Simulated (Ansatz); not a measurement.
# BeS, pressure series

Base system: BeS in the zinc blende structure (space group F-43m, No. 216; a = 4.796 Å).

Cell and atoms are relaxed at each pressure.

Method: LDA/PAW in Ansatz (a program for electronic structure), scalar-relativistic without spin-orbit coupling.

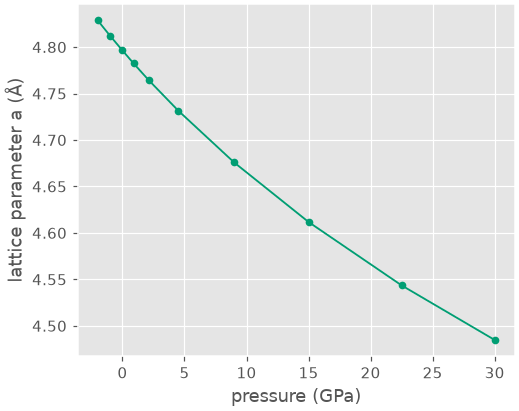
Figure: Lattice parameter a against pressure

| pressure (GPa) | lattice parameter a |
|---|---|
| -2 | 4.829 Å |
| -1 | 4.812 Å |
| 0.9 | 4.782 Å |
| 2.1 | 4.765 Å |
| 4.5 | 4.732 Å |
| 9 | 4.676 Å |
| 15 | 4.612 Å |
| 22.5 | 4.544 Å |
| 30 | 4.485 Å |

Load acts through the strain it causes; cell and atoms are relaxed under it. No phonon test of stability was made. No other phases were tried under pressure.
